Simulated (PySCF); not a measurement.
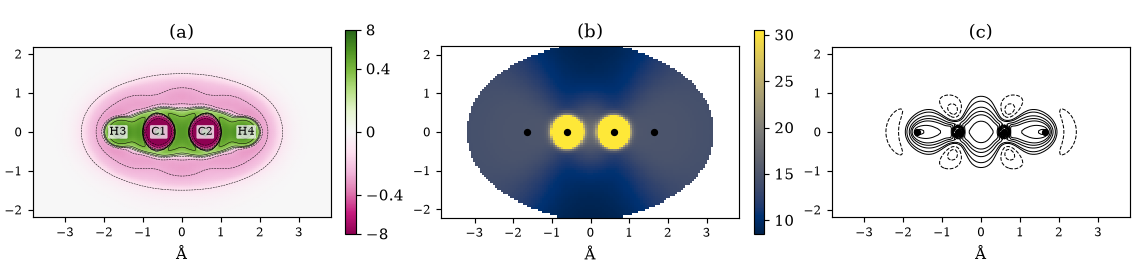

Figure 1: C2H2, SMILES `C#C`. Three fields in the molecular plane. (a): green positive, pink negative. (c): solid lines positive, dashed lines negative.

Level of theory: B3LYP/6-31G* (PySCF), at a geometry from GFN2-xTB. No frequency check shows the geometry to be a minimum.

Q: The panels show, in some order, the negative Laplacian of the density (−∇²ρ), deformation density and average local ionisation energy. Which is which?

A: (a) is the negative Laplacian of the density (−∇²ρ): shells alternate in sign around each nucleus and valence concentrations outline the bonding and non-bonding pairs. (b) is the average local ionisation energy: it is high near the heavier nuclei and lowest where loosely bound electrons reach out. (c) is the deformation density: it has both signs, with gains where valence electrons gather and losses around them.
